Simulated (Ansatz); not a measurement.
# Work function of Au(110): what the settings cost and change

How far do functional and pseudopotentials move the work function of Au(110), and at what cost?

Calculated with Ansatz 0.2.0; plane-wave DFT, PBE, Ansatz PAW, in the first sound run; inputs show where later runs differ.

### Step 1. Starting point

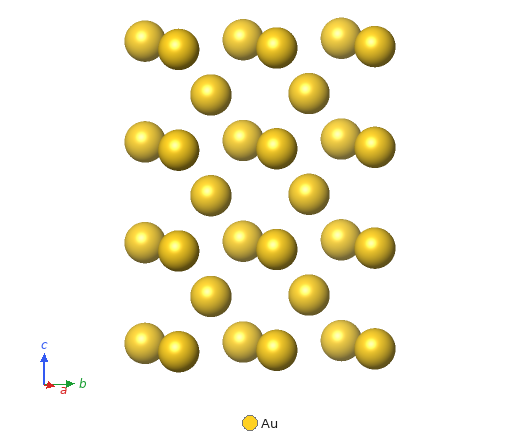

The cell as given, from the side, with the c axis up (gold yellow). 1×2×1 cells are drawn. Some periodic images of atoms are drawn too.

The cell holds 7 atoms: 7 Au. Cell: a = 4.080 Å, b = 2.885 Å, c = 26.655 Å, α = 90.0°, β = 90.0°, γ = 90.0°. Vacuum lies along c.

As a file:

```cif
data_structure
_symmetry_space_group_name_H-M 'P 1'
_symmetry_Int_Tables_number 1
_cell_length_a 4.0800
_cell_length_b 2.8850
_cell_length_c 26.6550
_cell_angle_alpha 90.000
_cell_angle_beta 90.000
_cell_angle_gamma 90.000
_cell_volume 313.75
loop_
_atom_site_label
_atom_site_type_symbol
_atom_site_fract_x
_atom_site_fract_y
_atom_site_fract_z
_atom_site_occupancy
Au1 Au 0.00000 0.00000 0.33765 1
Au2 Au 0.50000 0.50000 0.39177 1
Au3 Au 0.00000 0.00000 0.44588 1
Au4 Au 0.50000 0.50000 0.50000 1
Au5 Au 0.00000 0.00000 0.55412 1
Au6 Au 0.50000 0.50000 0.60823 1
Au7 Au 0.00000 0.00000 0.66235 1
```

### Step 2. Run, setting PBE, Ansatz PAW (420 eV)

A work function rests on the faint tail of the density, so the SCF threshold is tight. PBE on the default files comes first; the next runs keep the geometry and change functional or files, each at the cutoff that its files recommend; a relaxation and, for heavy metals, spin-orbit coupling close the ladder.

The input, input.yaml:

```yaml
crystal:
  lattice:
    - [4.08, 0.0, 0.0]
    - [0.0, 2.8849956672, 0.0]
    - [0.0, 0.0, 26.6549870017]
  atoms:
    - { symbol: Au, position: [0.0, 0.0, 0.3376478855] }
    - { symbol: Au, position: [0.5, 0.5, 0.391765257] }
    - { symbol: Au, position: [0.0, 0.0, 0.4458826285] }
    - { symbol: Au, position: [0.5, 0.5, 0.5] }
    - { symbol: Au, position: [0.0, 0.0, 0.5541173715] }
    - { symbol: Au, position: [0.5, 0.5, 0.608234743] }
    - { symbol: Au, position: [0.0, 0.0, 0.6623521145] }
kpoints:
  mp_grid: { grid: [10, 14, 1] }
hamiltonian:
  xc: pbe
scf:
  occupations: { method: fermi_dirac, width: 0.1 }
  convergence: { dr2_threshold: 1.0e-09 }
efield:
  axis: 3
  dipole_correction: true
  ramp_position: 0.97
  ramp_width: 0.06
output:
  write_potential: true
  write_density: true
  volumetric_format: npy
  elf: true
```

Run with:

```
$ ansatz run input.yaml --threads 4 --pin off --max-ram 6144MiB --backend cpu --events-out ev --progress --plain --runs-dir out
```

Numbers of over 12 decimals in the logs are rounded to 6 here.

Log:

```text
Engine: ansatz 0.2.0, aarch64-unknown-linux-gnu
Pseudopotentials: kind: paw
Pseudopotential: Au, paw, valence charge 19, recommended cutoff 420 eV (normal), Au.paw.azcp
Functional definition: PBE
  parameter kappa = 0.804
  parameter beta = 0.066725
  exchange = pbe_x(kappa = kappa, mu = beta*pi^2/3)
  correlation = pbe_c(beta = beta)
Crystal: 7 atoms, lattice volume = 313.750 Å³
Basis set: ecut = 420 eV, 6129 PW (Γ)
Bands: 80, of which v1, the nominal top of the filled ones, is band 67 counted from 1 (66 counted from 0)
Symmetry: 4 space group operations
k-points: 48 of 140
Non-local potential: Au, projectors of the file, l = 0: 3, l = 1: 2, l = 2: 2, l = 3: 1
PAW form: soft (Blöchl's): semilocal exchange-correlation on the pseudo side does not see the compensation charge
PAW one-centre angular grid: Au, 590 points (default); XC on 64 Gauss nodes
Initial density: superposition of atomic densities (neutral atoms: chi_scale 0, normalization atom), corrected by the library's trained network
Initial wavefunctions: pseudopotential atomic-orbital guess
Functional: x = pbe(κ = 0.804, μ = 0.219515), c = pbe(β = 0.066725)
SCF iter   1: F=—  HF=-92043.868039 eV  |F-HF|=—  |Δ(HF+E_count)|=         —  Δρ=2.82e-3  dr2=4.10e-1  ethr=1.77e-3  p=-0.000 e·Å  D=-1.36e-15 V/Å  ΔV_dip=0.00 eV  dr2_dipole=5.42e-11  V_vac-E_F(+/−)=4.52/4.52 eV  ⟨swp⟩=7.7  Hψ=16013  notcnv=0  defer=89
efield: sawtooth ramp at fractional position 0.9700 (set: `efield.ramp_position`, or a place that a band, a saddle search or an elastic batch's reference lends), width 0.0600; the density the first Hamiltonian is built on has a dipole p = -0.000 e·Å; the dipole correction subtracts the counter field D = -1.36e-15 V/Å, which shifts the + side's vacuum level by +0.00 eV against the − side's; the planar-averaged density in the ramp window peaks in size at 9.8e-6 e/Å³
preconditioner: auto → LDOS  [metal: Δε(μ)=0.025 eV  Ē_g=8.809 eV  σ=0.100 eV  W_gap=0.06  n_scr=64 (ndim 8)  ℏωp=18.4 eV  f_vac=0.570  D(μ)=2.18/eV (n_scr^D=8)  β→1.0]
SCF iter   2: F=—  HF=-92043.863904 eV  |F-HF|=—  |Δ(HF+E_count)|=   4.13e-3  Δρ=2.22e-3  dr2=8.29e-2  ethr=3.08e-4  p=-0.000 e·Å  D=-3.23e-6 V/Å  ΔV_dip=0.00 eV  dr2_dipole=5.27e-9  V_vac-E_F(+/−)=5.08/5.08 eV  ⟨swp⟩=2.3  Hψ=5944  notcnv=0  defer=199
SCF iter   3: F=—  HF=-92043.854003 eV  |F-HF|=—  |Δ(HF+E_count)|=   9.90e-3  Δρ=4.68e-4  dr2=1.00e-3  ethr=6.23e-5  p=0.000 e·Å  D=2.15e-8 V/Å  ΔV_dip=-0.00 eV  dr2_dipole=1.40e-10  V_vac-E_F(+/−)=4.92/4.92 eV  ⟨swp⟩=2.0  Hψ=5123  notcnv=0  defer=199
SCF iter   4: F=—  HF=-92043.854314 eV  |F-HF|=—  |Δ(HF+E_count)|=   3.11e-4  Δρ=2.02e-4  dr2=2.50e-4  ethr=7.53e-7  p=-0.000 e·Å  D=-1.31e-7 V/Å  ΔV_dip=0.00 eV  dr2_dipole=1.90e-12  V_vac-E_F(+/−)=4.94/4.94 eV  ⟨swp⟩=2.8  Hψ=7224  notcnv=0  defer=199
SCF iter   5: F=—  HF=-92043.854292 eV  |F-HF|=—  |Δ(HF+E_count)|=   2.18e-5  Δρ=4.49e-5  dr2=7.56e-6  ethr=1.88e-7  p=-0.000 e·Å  D=-2.91e-8 V/Å  ΔV_dip=0.00 eV  dr2_dipole=1.77e-11  V_vac-E_F(+/−)=4.94/4.94 eV  ⟨swp⟩=2.1  Hψ=5546  notcnv=0  defer=199
SCF iter   6: F=—  HF=-92043.854317 eV  |F-HF|=—  |Δ(HF+E_count)|=   2.49e-5  Δρ=1.60e-5  dr2=1.02e-6  ethr=5.69e-9  p=-0.000 e·Å  D=-1.45e-7 V/Å  ΔV_dip=0.00 eV  dr2_dipole=5.85e-12  V_vac-E_F(+/−)=4.94/4.94 eV  ⟨swp⟩=3.1  Hψ=7322  notcnv=0  defer=188
SCF iter   7: F=—  HF=-92043.854318 eV  |F-HF|=—  |Δ(HF+E_count)|=   7.08e-7  Δρ=5.59e-6  dr2=8.32e-8  ethr=7.69e-10  p=-0.000 e·Å  D=-5.41e-8 V/Å  ΔV_dip=0.00 eV  dr2_dipole=1.87e-12  V_vac-E_F(+/−)=4.94/4.94 eV  ⟨swp⟩=2.0  Hψ=5492  notcnv=0  defer=188
SCF iter   8: F=—  HF=-92043.854318 eV  |F-HF|=—  |Δ(HF+E_count)|=   1.08e-7  Δρ=1.43e-6  dr2=6.78e-9  ethr=6.25e-11  p=-0.000 e·Å  D=-3.30e-8 V/Å  ΔV_dip=0.00 eV  dr2_dipole=5.84e-14  V_vac-E_F(+/−)=4.94/4.94 eV  ⟨swp⟩=2.4  Hψ=6165  notcnv=0  defer=188
SCF iter   9: F=-92043.854318 eV  HF=-92043.854318 eV  |F-HF|=6.40e-10  |Δ(HF+E_count)|=   5.22e-9  Δρ=3.60e-7  dr2=5.36e-10  ethr=1.00e-12  p=-0.000 e·Å  D=-2.59e-9 V/Å  ΔV_dip=0.00 eV  dr2_dipole=1.50e-15  V_vac-E_F(+/−)=4.94/4.94 eV  ⟨swp⟩=15.6  Hψ=14140  notcnv=0
SCF 1 converged in 9 iterations: F = -92043.854318 eV  dr2 = 5.36e-10
  greatest PAW one-centre occupation: 1.000 electrons in one spin orbital (limit 2), on the Au atom at site 1 (counted from 0), in its partial waves of l = 0
WARN: The output density's exchange-correlation potential varies sharply where the density is thin. Do not read a vacuum level from v_tot or v_xc, or from such a field of the output density. On a cell that repeats whose density bears no net charge and no dipole along the vacuum's axis use v_es (v_loc + v_h of the components); under efield.dipole_correction with no amplitude use v_es + v_field, which holds any externa [...]
SCF converged after 9 iterations
Free energy (F): -92043.854318 eV
Harris-Foulkes:  -92043.854318 eV  (|F-HF|=6.40e-10)
Internal energy: -92043.783683 eV  (E = F + TS)
E sigma→0 (E₀):  -92043.819000 eV
Entropy (-TS):   -0.070635 eV (-10.091 meV/atom)
Fermi energy:    4.742576 eV
Dipole field:    D = 0.000000 V/Å  (p = 0.000000 e·Å, saw-weighted, corrected)
Work function:   Φ+ = 4.9439 eV   Φ− = 4.9439 eV
Levels:          The Fermi level and band energies are counted from a zero that moves with the ramp; work functions are not
--- Per-component energies (eV) ---
  E_band       = -3525.023979
  E_kinetic    = 4233.672680
  E_local      = -246406.609352  (includes V_loc(G=0)·N_el)
  E_nonlocal   = 520.984683
  E_hartree    = 121291.674436
  E_xc         = -1593.679672
  E_vxc        = -1923.142457  (∫ρ·V_xc dr)
  E_paw        = -67948.371593  (= ΣΔE_a)
  E_vpaw       = -2533.292066  (= ΣTr[D̂ρ^β])
  E_aug_tail   = 0.010336  (compensation charges beyond the density's cutoff)
  E_efield     = 0.000000  (sawtooth field / dipole correction)
  E_vefield    = 0.000000  (∫n·V_field dr)
  E_ewald      = 97858.534798
  E_smearing   = -0.070635  (= −TS)
  E_closure    = -0.000000  (closes the sum)
  Σ components = -92043.854318   (vs F -92043.854318, Δ=0.00e0)
--- Band table (eV; the first three rows and the last of 48) ---
  k-point 0: bands = [... 63 lower, 2.8005, 3.0007, 3.1446, 3.5762, 5.1247, 6.7612, 7.1536, 8.8651, ... 9 higher]
  k-point 1: bands = [... 63 lower, 2.6823, 2.9829, 3.0933, 3.6258, 5.2255, 7.1225, 7.2774, 9.0103, ... 9 higher]
  k-point 2: bands = [... 63 lower, 2.6951, 2.9405, 3.1396, 3.7683, 5.5141, 7.6213, 8.0200, 9.2999, ... 9 higher]
  k-point 47: bands = [... 63 lower, 4.7828, 4.9008, 6.6956, 6.9356, 7.8746, 7.8897, 8.0360, 8.1510, ... 9 higher]
```

Wall time 93 s (4 threads of Arm Neoverse N1, shared host); peak memory 1.5 GiB.

This step gave:

```
energy at zero smearing   : -92043.8190 eV
work function, upper face : 4.944 eV
```

Running mean over 1.442 Å of the planar mean; the ramp of the sawtooth is left out. The electron's electrostatic potential energy less the Fermi level by z:

```tsv
z (Å)	electron's electrostatic potential energy less the Fermi level (eV)
4	4.94
6	4.93
8	0.671
10	-8.45
12	-8.76
14	-8.77
16	-8.64
18	-5.01
20	4.84
22	4.94
```

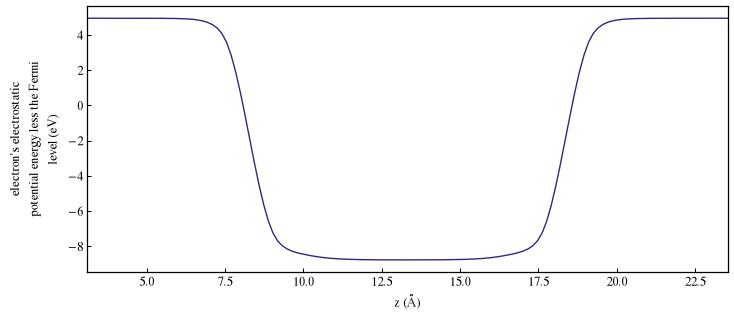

Electron's electrostatic potential energy less the Fermi level against z.

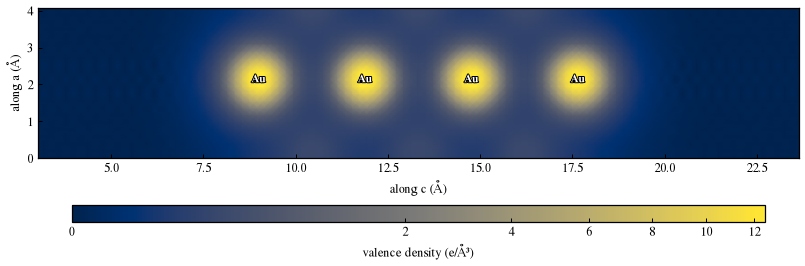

Valence density in the ca plane at fractional y = 0.000, with atoms of Au within 0.2 Å of it. It is the smooth field of the valence electrons, not physical close to the nuclei. The map starts off the cell's origin, so that atoms lie inside it. The colour scale is stretched toward low values. The far vacuum is left out of the map.

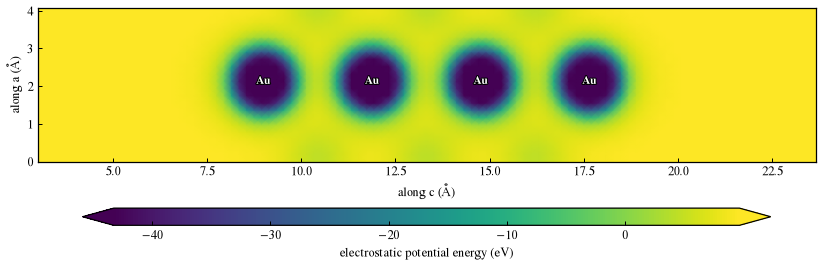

Electrostatic potential energy in the ca plane at fractional y = 0.000, with atoms of Au within 0.2 Å of it. With pseudopotentials it is smooth inside the atoms' cores, unlike the true potential. The map starts off the cell's origin, so that atoms lie inside it. The far vacuum is left out of the map.

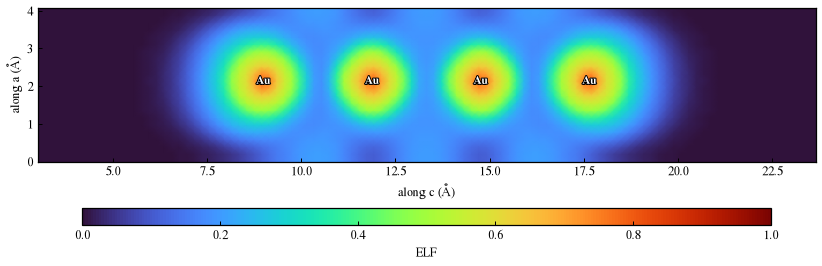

ELF in the ca plane at fractional y = 0.000, with atoms of Au within 0.2 Å of it. It is the smooth field of the valence electrons, not physical close to the nuclei. The map starts off the cell's origin, so that atoms lie inside it. The far vacuum is left out of the map.

The work function is 4.944 eV.

### Step 3. Run

This step: plane-wave DFT, LDA, Ansatz PAW (Ansatz 0.2.0).

input.yaml: that of step 2 with these lines changed.

```diff
@@ -16,3 +16,3 @@
 hamiltonian:
-  xc: pbe
+  xc: lda
 scf:
@@ -29,2 +29 @@
   volumetric_format: npy
-  elf: true
```

Log:

```text
[...]
Crystal: 7 atoms, lattice volume = 313.750 Å³
Basis set: ecut = 420 eV, 6129 PW (Γ)
Bands: 80, of which v1, the nominal top of the filled ones, is band 67 counted from 1 (66 counted from 0)
Symmetry: 4 space group operations
k-points: 48 of 140
[...]
k-point 0: bands = [... 63 lower, 2.4428, 2.6446, 2.7884, 3.1892, 4.7099, 6.3218, 6.7417, 8.4348, ... 9 higher]
  k-point 1: bands = [... 63 lower, 2.3329, 2.6247, 2.7369, 3.2375, 4.8099, 6.6867, 6.8663, 8.6386, ... 9 higher]
  k-point 2: bands = [... 63 lower, 2.3376, 2.5826, 2.7826, 3.3756, 5.0959, 7.2113, 7.5891, 8.9589, ... 9 higher]
  k-point 47: bands = [... 63 lower, 4.3590, 4.4799, 6.2771, 6.5151, 7.4134, 7.4285, 7.5747, 7.6793, ... 9 higher]
[key lines of the parts left out:]
SCF converged after 9 iterations
Free energy (F): -90052.420695 eV
Fermi energy:    4.329191 eV
Dipole field:    D = -0.000000 V/Å  (p = -0.000000 e·Å, saw-weighted, corrected)
Work function:   Φ+ = 5.3537 eV   Φ− = 5.3537 eV
```

Elapsed: 96 s, on 4 threads; peak memory 1.5 GiB; 5.3 min of CPU time.

The work function is 5.354 eV, +0.410 eV from the run “PBE, Ansatz PAW (420 eV)”, at 1.0 times its CPU time.

### Step 4. Run

This step: plane-wave DFT, PBEsol, Ansatz PAW (Ansatz 0.2.0).

input.yaml: that of step 3 with these lines changed.

```diff
@@ -16,3 +16,3 @@
 hamiltonian:
-  xc: lda
+  xc: pbesol
 scf:
```

Log:

```text
[...]
Crystal: 7 atoms, lattice volume = 313.750 Å³
Basis set: ecut = 420 eV, 6129 PW (Γ)
Bands: 80, of which v1, the nominal top of the filled ones, is band 67 counted from 1 (66 counted from 0)
Symmetry: 4 space group operations
k-points: 48 of 140
[...]
k-point 0: bands = [... 63 lower, 2.6840, 2.8848, 3.0313, 3.4477, 4.9851, 6.5673, 7.0248, 8.6833, ... 9 higher]
  k-point 1: bands = [... 63 lower, 2.5704, 2.8676, 2.9788, 3.4961, 5.0855, 6.9326, 7.1496, 8.8875, ... 9 higher]
  k-point 2: bands = [... 63 lower, 2.5777, 2.8261, 3.0261, 3.6349, 5.3728, 7.4957, 7.8359, 9.2206, ... 9 higher]
  k-point 47: bands = [... 63 lower, 4.5892, 4.7119, 6.5120, 6.7539, 7.7129, 7.7282, 7.8747, 7.9810, ... 9 higher]
[key lines of the parts left out:]
SCF converged after 9 iterations
Free energy (F): -91047.806564 eV
Fermi energy:    4.585755 eV
Dipole field:    D = -0.000000 V/Å  (p = -0.000000 e·Å, saw-weighted, corrected)
Work function:   Φ+ = 5.0660 eV   Φ− = 5.0660 eV
```

It took 94 s on 4 threads; peak memory 1.5 GiB; 5.2 min of CPU time.

The work function is 5.066 eV, +0.122 eV from the run “PBE, Ansatz PAW (420 eV)”, at 1.0 times its CPU time.

### Step 5. Run

This step: plane-wave DFT, RPBE, Ansatz PAW (Ansatz 0.2.0).

input.yaml: that of step 4 with these lines changed.

```diff
@@ -16,3 +16,3 @@
 hamiltonian:
-  xc: pbesol
+  xc: rpbe
 scf:
```

Log:

```text
[...]
Crystal: 7 atoms, lattice volume = 313.750 Å³
Basis set: ecut = 420 eV, 6129 PW (Γ)
Bands: 80, of which v1, the nominal top of the filled ones, is band 67 counted from 1 (66 counted from 0)
Symmetry: 4 space group operations
k-points: 48 of 140
[...]
k-point 0: bands = [... 63 lower, 2.9281, 3.1261, 3.2719, 3.7230, 5.2832, 6.9312, 7.2966, 8.9243, ... 9 higher]
  k-point 1: bands = [... 63 lower, 2.8067, 3.1113, 3.2197, 3.7729, 5.3844, 7.2907, 7.4192, 9.0312, ... 9 higher]
  k-point 2: bands = [... 63 lower, 2.8232, 3.0685, 3.2670, 3.9172, 5.6741, 7.7608, 8.1858, 9.3293, ... 9 higher]
  k-point 47: bands = [... 63 lower, 4.9481, 5.0658, 6.8575, 7.1011, 8.0424, 8.0574, 8.2009, 8.3214, ... 9 higher]
[key lines of the parts left out:]
SCF converged after 9 iterations
Free energy (F): -92143.120697 eV
Fermi energy:    4.898704 eV
Dipole field:    D = -0.000000 V/Å  (p = -0.000000 e·Å, saw-weighted, corrected)
Work function:   Φ+ = 4.7662 eV   Φ− = 4.7662 eV
```

Elapsed: 95 s, on 4 threads; peak memory 1.5 GiB.

The work function is 4.766 eV, -0.178 eV from the run “PBE, Ansatz PAW (420 eV)”, at 1.00 times its CPU time.

### Step 6. Slab

This step: plane-wave DFT, r2SCAN, Ansatz PAW (Ansatz 0.2.0).

input.yaml: that of step 5 with these lines changed.

```diff
@@ -16,3 +16,3 @@
 hamiltonian:
-  xc: rpbe
+  xc: r2scan
 scf:
```

Log:

```text
[...]
Crystal: 7 atoms, lattice volume = 313.750 Å³
Basis set: ecut = 500 eV, 7953 PW (Γ), exchange–correlation on 120×96×800 points (64 copies of the dense FFT grid, shifted against one another)
Bands: 80, of which v1, the nominal top of the filled ones, is band 67 counted from 1 (66 counted from 0)
Symmetry: 4 space group operations
k-points: 48 of 140
[...]
k-point 0: bands = [... 63 lower, 2.5309, 2.7306, 2.8779, 3.4059, 5.0856, 6.8776, 7.2188, 9.0244, ... 9 higher]
  k-point 1: bands = [... 63 lower, 2.3872, 2.7159, 2.8271, 3.4590, 5.1917, 7.2410, 7.3464, 9.1681, ... 9 higher]
  k-point 2: bands = [... 63 lower, 2.4211, 2.6710, 2.8749, 3.6141, 5.4953, 7.7017, 8.1552, 9.4603, ... 9 higher]
  k-point 47: bands = [... 63 lower, 4.8603, 4.9767, 6.7893, 7.0440, 7.9143, 7.9326, 8.0982, 8.2195, ... 9 higher]
[key lines of the parts left out:]
SCF converged after 11 iterations
Free energy (F): -92142.893837 eV
Fermi energy:    4.679909 eV
Dipole field:    D = -0.000001 V/Å  (p = -0.000002 e·Å, saw-weighted, corrected)
Work function:   Φ+ = 4.9507 eV   Φ− = 4.9507 eV
```

Run time: 3.9 min. Hardware: 4 threads; peak memory 2.3 GiB.

The work function is 4.951 eV, +0.007 eV from the run “PBE, Ansatz PAW (420 eV)”, at 2.6 times its CPU time.

### Step 7. Run

This step: plane-wave DFT, PBE, JTH PAW (Ansatz 0.2.0).

input.yaml: that of step 6 with these lines changed.

```diff
@@ -16,3 +16,4 @@
 hamiltonian:
-  xc: r2scan
+  xc: pbe
+  pseudopotentials: { kind: paw, source: jth }
 scf:
```

Log:

```text
[...]
k-point 0: bands = [... 35 lower, 1.0573, 1.2546, 1.3960, 1.8367, 3.3870, 5.0484, 5.4269, 7.1428, ... 4 higher]
  k-point 1: bands = [... 35 lower, 0.9386, 1.2364, 1.3459, 1.8864, 3.4879, 5.4066, 5.5500, 7.2899, ... 4 higher]
  k-point 2: bands = [... 35 lower, 0.9551, 1.1948, 1.3913, 2.0292, 3.7769, 5.8927, 6.2986, 7.5784, ... 4 higher]
  k-point 47: bands = [... 35 lower, 3.0580, 3.1772, 4.9656, 5.2086, 6.1230, 6.1392, 6.2875, 6.4104, ... 4 higher]
[key lines of the parts left out:]
SCF converged after 10 iterations
Free energy (F): -73821.689923 eV
Fermi energy:    3.002738 eV
Dipole field:    D = 0.000000 V/Å  (p = 0.000000 e·Å, saw-weighted, corrected)
Work function:   Φ+ = 4.9495 eV   Φ− = 4.9495 eV
```

Elapsed: 2.4 min, on 4 threads; peak memory 2.1 GiB; 8.8 min of CPU time.

The work function is 4.950 eV, +0.006 eV from the run “PBE, Ansatz PAW (420 eV)”, at 1.7 times its CPU time.

### Step 8. Run

This step: plane-wave DFT, PBE, norm-conserving (Ansatz 0.2.0).

input.yaml: that of step 7 with these lines changed.

```diff
@@ -17,3 +17,3 @@
   xc: pbe
-  pseudopotentials: { kind: paw, source: jth }
+  pseudopotentials: { kind: nc }
 scf:
```

Log:

```text
[...]
Crystal: 7 atoms, lattice volume = 313.750 Å³
Basis set: ecut = 1034.032677 eV, 23741 PW (Γ)
Bands: 80, of which v1, the nominal top of the filled ones, is band 67 counted from 1 (66 counted from 0)
Symmetry: 4 space group operations
k-points: 48 of 140
[...]
k-point 0: bands = [... 63 lower, 2.8351, 3.0365, 3.1802, 3.6116, 5.1602, 6.8030, 7.1891, 8.9077, ... 9 higher]
  k-point 1: bands = [... 63 lower, 2.7182, 3.0183, 3.1287, 3.6611, 5.2611, 7.1644, 7.3130, 9.0457, ... 9 higher]
  k-point 2: bands = [... 63 lower, 2.7302, 2.9753, 3.1748, 3.8036, 5.5499, 7.6571, 8.0622, 9.3348, ... 9 higher]
  k-point 47: bands = [... 63 lower, 4.8238, 4.9410, 6.7374, 6.9767, 7.9073, 7.9225, 8.0688, 8.1835, ... 9 higher]
[key lines of the parts left out:]
SCF converged after 10 iterations
Free energy (F): -28192.144881 eV
Fermi energy:    4.779220 eV
Dipole field:    D = -0.000000 V/Å  (p = -0.000000 e·Å, saw-weighted, corrected)
Work function:   Φ+ = 4.9436 eV   Φ− = 4.9436 eV
```

It took 6.9 min on 4 threads; peak memory 4.6 GiB; 25 min of CPU time.

The work function is 4.944 eV, -0.000 eV from the run “PBE, Ansatz PAW (420 eV)”, at 4.9 times its CPU time.

(Continued in part 2 of 2.)

[Logs are printed without paths, hosts, clocks, repeated set-up lines and the standing remarks that a program may print on its own settings, such as how far it seeks lower states.]

[Hosts, paths, dates, database ids (printed as entryN), source tags and the programs' standing remarks are cut or masked in the printed files.]

[Maps of the electrostatic potential energy from Ansatz leave out the sawtooth potential of an applied field or a dipole correction, so their vacuum need not be flat; planar profiles and work functions include it.]
